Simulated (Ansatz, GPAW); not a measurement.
# Work function of a 9-layer slab of Mo(100) at several levels, part 4 of 4

Wanted: work functions and dipole of a 9-layer slab of Mo(100), with the cost of each level.

GPAW 26.7.0 and Ansatz 0.2.0; Ansatz plane waves; slab in vacuum with a dipole correction, relaxation (the session's first sound run).

So far, upper work function (eV): step 2 (relaxing the atoms, PBE) 3.88; step 6 (OptPBE vdW: xc = "optPBE-vdW", GPAW, PAW setups, GPAW) 4.12; step 7 (self-consistent run: xc = "RPBE") 3.69; step 8 (self-consistent run: xc = "LDA") 4.19; step 9 (real-space grid: mode = "fd", PBE, GPAW) 3.87.

## (11) A second plane-wave code

A second program with its own datasets checks the number independently.

This step: Ansatz plane waves; slab in vacuum with a dipole correction (Ansatz 0.2.0).

input.yaml

```yaml
crystal:
  lattice:
    - [3.15, 0.0, 0.0]
    - [0.0, 3.15, 0.0]
    - [0.0, 0.0, 28.6]
  atoms:
    - { symbol: Mo, position: [0.0, 0.0, 0.2797202797] }
    - { symbol: Mo, position: [0.5, 0.5, 0.3347902098] }
    - { symbol: Mo, position: [0.0, 0.0, 0.3898601399] }
    - { symbol: Mo, position: [0.5, 0.5, 0.4449300699] }
    - { symbol: Mo, position: [0.0, 0.0, 0.5000940895] }
    - { symbol: Mo, position: [0.5, 0.5, 0.5557069657] }
    - { symbol: Mo, position: [0.0, 0.0, 0.6105605342] }
    - { symbol: Mo, position: [0.5, 0.5, 0.6676134286] }
    - { symbol: Mo, position: [0.0, 0.0, 0.7162475649] }
kpoints:
  mp_grid: { grid: [10, 10, 1] }
hamiltonian:
  xc: pbe
scf:
  occupations: { method: fermi_dirac, width: 0.1 }
efield:
  axis: 3
  dipole_correction: true
  ramp_width: 0.05
output:
  forces: true
  write_potential: true
  write_density: true
  volumetric_format: npy
  elf: true
```

Run with:

```
> ansatz run input.yaml --threads 4 --pin off --max-ram 8192MiB --backend cpu --events-out ev --progress --plain --runs-dir out
```

Numbers of over 12 decimals in the logs are rounded to 6 here.

Log:

```text
[...]
Crystal: 9 atoms, lattice volume = 283.784 Å³
Basis set: ecut = 420 eV, 5591 PW (Γ), exchange–correlation on 48×48×384 points (8 copies of the dense FFT grid, shifted against one another)
Bands: 76, of which v1, the nominal top of the filled ones, is band 63 counted from 1 (62 counted from 0)
Symmetry: 8 space group operations
[...]
k-points: 21 of 100
[...]
SCF iter   1: F=—  HF=-44600.198767 eV  |F-HF|=—  |Δ(HF+E_count)|=         —  Δρ=8.40e-3  dr2=1.88e0  ethr=1.77e-3  p=0.006 e·Å  D=3.58e-3 V/Å  ΔV_dip=-0.10 eV  dr2_dipole=4.46e-1  V_vac-E_F(+/−)=3.93/4.03 eV  ⟨swp⟩=8.3  Hψ=7340  notcnv=0
[...]
SCF iter   9: F=-44600.152508 eV  HF=-44600.152508 eV  |F-HF|=2.29e-8  |Δ(HF+E_count)|=   1.51e-7  Δρ=3.58e-6  dr2=8.86e-8  ethr=7.94e-11  p=0.004 e·Å  D=2.27e-3 V/Å  ΔV_dip=-0.06 eV  dr2_dipole=3.83e-9  V_vac-E_F(+/−)=3.88/3.94 eV  ⟨swp⟩=15.2  Hψ=13023  notcnv=0
SCF 1 converged in 9 iterations: F = -44600.152508 eV  dr2 = 8.86e-8
[...]
SCF converged after 9 iterations
Free energy (F): -44600.152508 eV
[...]
Internal energy: -44599.861728 eV  (E = F + TS)
E sigma→0 (E₀):  -44600.007118 eV
Entropy (-TS):   -0.290780 eV (-32.309 meV/atom)
Fermi energy:    8.521614 eV
Dipole field:    D = 0.002342 V/Å  (p = 0.003673 e·Å, saw-weighted, corrected)
Work function:   Φ+ = 3.8748 eV   Φ− = 3.9418 eV
[...]
--- Forces (eV/Å), atoms counted from 1 ---
  atom   1  Mo     0.00000000     0.00000000     1.32690880
  atom   2  Mo     0.00000000     0.00000000    -1.29233950
  atom   3  Mo     0.00000000     0.00000000    -0.23523165
  atom   4  Mo    -0.00000000     0.00000000     0.20034378
  atom   5  Mo    -0.00000000     0.00000000    -0.00268652
  atom   6  Mo     0.00000000     0.00000000     0.00266428
  atom   7  Mo     0.00000000     0.00000000     0.00157187
  atom   8  Mo    -0.00000000     0.00000000    -0.00120603
  atom   9  Mo     0.00000000     0.00000000    -0.00007492
  max |Σ_I F_I| component: 4.99e-5 eV/Å
--- Band table (eV; the first three rows and the last of 21) ---
  k-point 0: bands = [... 59 lower, 7.8272, 7.8272, 8.0734, 8.2944, 8.2944, 8.4468, 8.4750, 8.5008, ... 9 higher]
  k-point 1: bands = [... 59 lower, 7.8864, 8.0265, 8.1300, 8.2139, 8.3003, 8.4308, 8.7428, 8.8226, ... 9 higher]
  k-point 2: bands = [... 59 lower, 7.7540, 7.8609, 8.0794, 8.1336, 8.8141, 8.9333, 8.9383, 9.0643, ... 9 higher]
  k-point 20: bands = [... 59 lower, 9.1073, 9.1073, 10.0020, 10.0669, 10.3678, 10.3753, 10.5620, 10.6454, ... 9 higher]
```

It took 8.9 s on 4 threads of INTEL XEON PLATINUM 8581C at 2.10GHz (Emerald Rapids), shared host; peak memory 0.94 GiB.

Numbers from this step:

```yaml
upper_work_function: 3.875 eV
lower_work_function: 3.942 eV
dipole_along_the_normal: 0.003673 e·Å
dipole_field: 0.002342 V/Å
```

The electrostatic potential energy of an electron (with the applied field's), less the Fermi level, planar mean oscillates, so the rows of the table below give means over windows of 1.64 Å about each position, cut where the curve ends. Its maxima inside the range that stand out by 2 % of the span (Å: eV): 8.8: -8.46, 10.4: -9.14, 11.9: -8.96, 13.6: -8.97, 15.0: -8.77, 16.7: -8.98, 18.3: -8.07, 19.8: -12.1. Its minima: 8.0: -15.8, 9.5: -16.2, 11.2: -16.4, 12.7: -16.2, 14.3: -16.4, 15.9: -16.2, 17.4: -16.3, 19.1: -16.4, 20.4: -16.1.

Table of electrostatic potential energy of an electron (with the applied field's), less the Fermi level, planar mean by z; means over each step:

```
z (Å)  electrostatic potential energy of an electron (with the applied field's), less the Fermi level, planar mean (eV)
 0.82                                                                                                              3.93
 2.46                                                                                                              3.94
 4.10                                                                                                              3.93
 5.74                                                                                                              3.50
 7.38                                                                                                             -6.88
 9.02                                                                                                             -12.6
10.66                                                                                                             -12.9
12.30                                                                                                             -12.8
13.94                                                                                                             -12.8
15.58                                                                                                             -12.6
17.22                                                                                                             -12.6
18.86                                                                                                             -12.7
20.50                                                                                                             -12.1
22.14                                                                                                              2.28
23.78                                                                                                              3.83
25.42                                                                                                              3.87
27.06                                                                                                              3.88
```

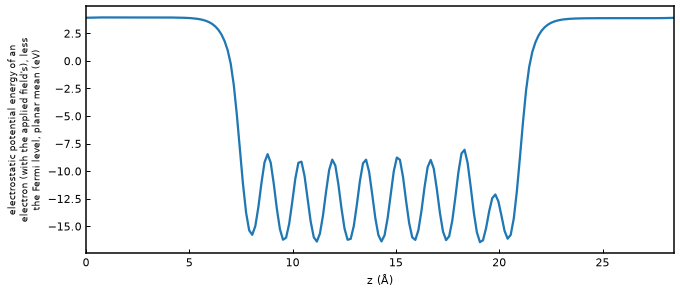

Electrostatic potential energy of an electron (with the applied field's), less the Fermi level, planar mean against z.

The valence density, planar mean oscillates, so the rows of the table below give means over windows of 1.56 Å about each position, cut where the curve ends. Its maxima inside the range that stand out by 2 % of the span (Å: e/Å³): 8.0: 1.16, 9.5: 1.18, 11.2: 1.18, 12.7: 1.18, 14.3: 1.18, 15.9: 1.18, 17.4: 1.18, 19.1: 1.19, 20.4: 1.18. Its minima: 8.8: 0.556, 10.4: 0.560, 11.9: 0.548, 13.6: 0.550, 15.0: 0.542, 16.7: 0.554, 18.3: 0.502, 19.8: 0.753.

The valence density, planar mean by z; means over each step:

```
z (Å)  valence density, planar mean (e/Å³)
 2.34                               7.0e-6
 3.90                               2.1e-4
 5.46                              0.00586
 7.02                                0.308
 8.58                                0.887
10.14                                0.892
11.70                                0.894
13.26                                0.892
14.82                                0.885
16.38                                0.897
17.94                                0.864
19.50                                 1.00
21.06                                0.599
22.62                               0.0139
24.18                               4.6e-4
25.74                               1.6e-5
```

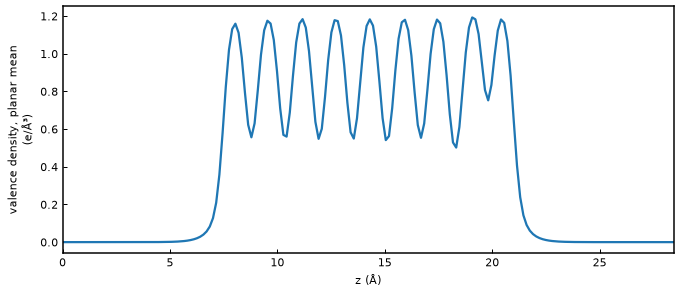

Valence density, planar mean against z.

Force by atom:

```
atom  x (eV/Å)  y (eV/Å)  z (eV/Å)  size
 Mo1      0.00      0.00      1.33  1.33
 Mo2      0.00      0.00     -1.29  1.29
 Mo3      0.00      0.00     -0.24  0.24
 Mo4      0.00      0.00      0.20  0.20
 Mo5      0.00      0.00      0.00  0.00
 Mo6      0.00      0.00      0.00  0.00
 Mo7      0.00      0.00      0.00  0.00
 Mo8      0.00      0.00      0.00  0.00
 Mo9      0.00      0.00      0.00  0.00
```

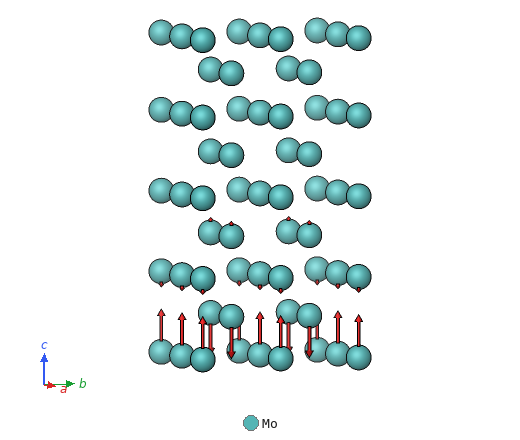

Force as arrows, the longest 1.33 eV/Å. 2×2×1 cells are drawn. Some periodic images of atoms are drawn too.

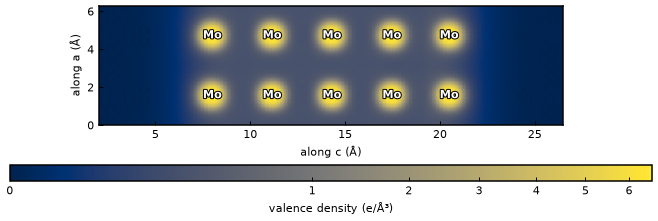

Valence density in the ca plane at fractional y = 0.000, with atoms of Mo within 0.2 Å of it. It is the smooth field of the valence electrons, not physical close to the nuclei. The map starts off the cell's origin, so that atoms lie inside it. The colour scale is stretched toward low values. The far vacuum is left out of the map.

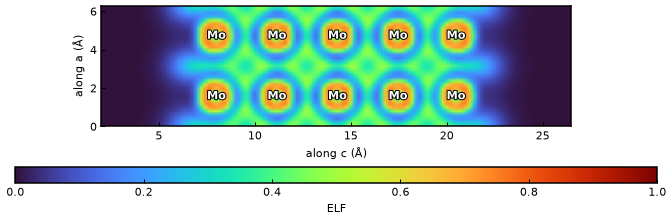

ELF in the ca plane at fractional y = 0.000, with atoms of Mo within 0.2 Å of it. It is the smooth field of the valence electrons, not physical close to the nuclei. The map starts off the cell's origin, so that atoms lie inside it. The far vacuum is left out of the map.

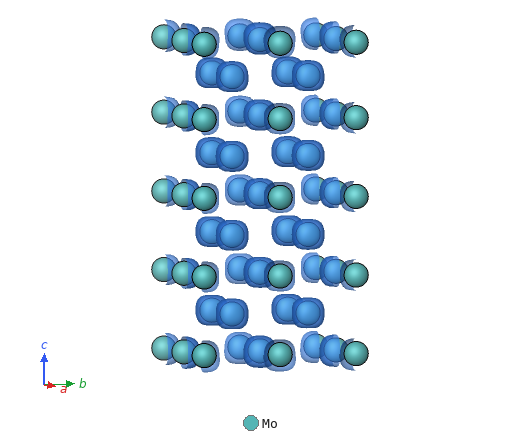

Surface of ELF = 0.68. 2×2×1 cells are drawn.

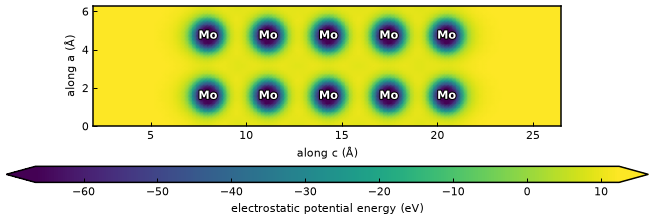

Electrostatic potential energy in the ca plane at fractional y = 0.000, with atoms of Mo within 0.2 Å of it. With pseudopotentials it is smooth inside the atoms' cores, unlike the true potential. The map starts off the cell's origin, so that atoms lie inside it. The far vacuum is left out of the map.

The upper face's work function is 3.875 eV, against 3.872 eV in the first plane-wave PBE run at this geometry.

## (12) Side by side

Results and costs are gathered.

This step: comparison of work functions, dipole and cost (GPAW 26.7.0).

Ladder, by row:

```
      step    code  work function, upper (eV)  work function, lower (eV)  dipole (e Å)  wall time (s)  peak memory (GiB)  threads
        pw    GPAW                      3.872                      3.937      0.003561          415.7               0.41        1
    revPBE    GPAW                      3.715                      3.785       0.00383          401.5               0.41        1
   vdW-DF2    GPAW                       4.33                      4.372      0.002366          610.6               0.56        1
optPBE-vdW    GPAW                      4.117                      4.167      0.002816          533.4               0.56        1
      RPBE    GPAW                      3.694                      3.762      0.003748          383.4               0.41        1
       LDA    GPAW                      4.194                      4.254      0.003291          374.4               0.41        1
        fd    GPAW                      3.871                      3.936      0.003599           2438                  2        1
    ansatz  Ansatz                      3.875                      3.942      0.003673           8.88              0.939        4
```

## (13) A changed run

One more run, with changed settings.

This step: GPAW, PAW setups; slab in vacuum (GPAW 26.7.0).

run.py

```python
import json
import numpy as np
from ase import Atoms
from gpaw import GPAW

slab = Atoms(
    ['Mo', 'Mo', 'Mo', 'Mo', 'Mo', 'Mo', 'Mo', 'Mo', 'Mo'],
    positions=[
        [0.00000, 0.00000, 8.00000],
        [1.57500, 1.57500, 9.57500],
        [0.00000, 0.00000, 11.15000],
        [1.57500, 1.57500, 12.72500],
        [0.00000, 0.00000, 14.30269],
        [1.57500, 1.57500, 15.89322],
        [0.00000, 0.00000, 17.46203],
        [1.57500, 1.57500, 19.09374],
        [-0.00000, 0.00000, 20.48468]],
    cell=[[3.15, 0.0, 0.0], [0.0, 3.15, 0.0], [0.0, 0.0, 28.6]],
    pbc=[True, True, False])

slab.calc = GPAW(mode='fd', h=0.4, xc='PBE', kpts={'size': (10, 10, 1), 'gamma': True},
                 occupations={'name': 'fermi-dirac', 'width': 0.1}, nbands='160%',
                 convergence={'density': 1e-05}, maxiter=75,
                 poissonsolver={'dipolelayer': 'xy'},
                 symmetry={'tolerance': 1e-3}, txt='slab.txt')
result = {}
energy = slab.get_potential_energy()
fermi = slab.calc.get_fermi_level()
v = slab.calc.get_electrostatic_potential().mean((0, 1)) - fermi
n = slab.calc.get_pseudo_density().mean((0, 1))
L = slab.cell[2, 2]
z = np.arange(len(v)) * L / len(v)
low, high = slab.positions[:, 2].min(), slab.positions[:, 2].max()
below, above = np.interp([low - 5.8, high + 5.8], z, v)
slopes = [np.interp(x, z, np.gradient(v, z)) for x in (low - 5.8, high + 5.8)]
eps = np.array([[slab.calc.get_eigenvalues(k, s) for k in range(len(slab.calc.get_ibz_k_points()))]
                for s in range(slab.calc.get_number_of_spins())]) - fermi
top, bottom = eps[eps < 0].max(), eps[eps > 0].min()
dipole = slab.get_dipole_moment()[2]
print(f'energy {energy:.4f} eV, Fermi level {fermi:.4f} eV, dipole {dipole:.5f} e A')
print(f'potential 5.8 A off the faces, from the Fermi level: lower {below:.4f} eV, upper {above:.4f} eV')
print(f'slope of the potential there: lower {slopes[0]:.5f}, upper {slopes[1]:.5f} eV/A')
print(f'nearest levels on the mesh: {top:.4f} and {bottom:.4f} eV')
print('magnetic moment', round(slab.get_magnetic_moment(), 3))
result.update(energy=energy, fermi=fermi, dipole=dipole, below=below, above=above, slopes=slopes, edges=[top, bottom],
              z=z.tolist(), v=v.tolist(), n=n.tolist(), positions=slab.positions.tolist(),
              forces=slab.get_forces(apply_constraint=False).tolist(), moments=slab.get_magnetic_moments().tolist())
json.dump(result, open('result.json', 'w'))
```

Run with:

```
> OMP_NUM_THREADS=1 OPENBLAS_NUM_THREADS=1 python run.py
```

Log:

```text
energy -99.1643 eV, Fermi level -3.9523 eV, dipole 0.00420 e A
potential 5.8 A off the faces, from the Fermi level: lower 3.9905 eV, upper 3.9140 eV
slope of the potential there: lower -0.00026, upper 0.00025 eV/A
nearest levels on the mesh: -0.0088 and 0.0033 eV
magnetic moment 0.0
```

The job ended after 6.6 min (1 thread; peak memory 0.33 GiB).

The run finished. A setting was moved off its sound value on purpose, so it serves as a test and not as the result.

The fault put into the input: a grid far too coarse (mode = "fd" and h = 0.4).

The two runs compared:

```
                     quantity   this run  sound run  difference
dipole along the normal (e·Å)  0.0042008  0.0035612      6.4e-4
     upper work function (eV)     3.9140     3.8721      0.0419
     lower work function (eV)     3.9905     3.9365      0.0540
```

The two runs differ clearly in the lower work function: 3.99 eV against 3.94 eV.

## (14) Results

| Quantity | Value |
| --- | --- |
| work function, upper and lower face | 3.872 and 3.936 eV |
| dipole along the normal | 0.00356 e Å |

In words: With plane waves and PBE the work function is 3.87 eV on the upper face and 3.94 eV on the lower. The two faces differ by 0.064 eV, the step that the slab's dipole makes (e p/(ε0 A) gives 0.065 eV), so the dipole layer is needed. The lowest atoms were held at bulk positions, which alone makes the faces unlike. The measured value for this face is 4.45 eV (as compiled in "Anisotropic work function of elemental crystals", 2019, arxiv:1902.07811); the relaxed upper face lies 0.58 eV under it with PBE, and vdW-DF2 comes nearest (4.33 eV). Measured work functions scatter by a tenth of an eV or more between methods. The clean face reconstructs (W and Mo (100) only when cold), while this slab is an unreconstructed 1×1 cell, so the two are not the same surface. Over the sound runs of the table the upper face's work function spans 3.694 (RPBE) to 4.330 eV (vdW-DF2). The two plane-wave codes differ by 0.0028 eV on the upper face. The in-plane lattice was kept as typed, which isn't the functional's own and leaves some strain; spin-orbit coupling and temperature are left out.

[Logs are printed without paths, hosts, clocks, repeated set-up lines and the standing remarks that a program may print on its own settings, such as how far it seeks lower states.]

[Hosts, paths, dates, database ids (printed as entryN), source tags and the programs' standing remarks are cut or masked in the printed files.]
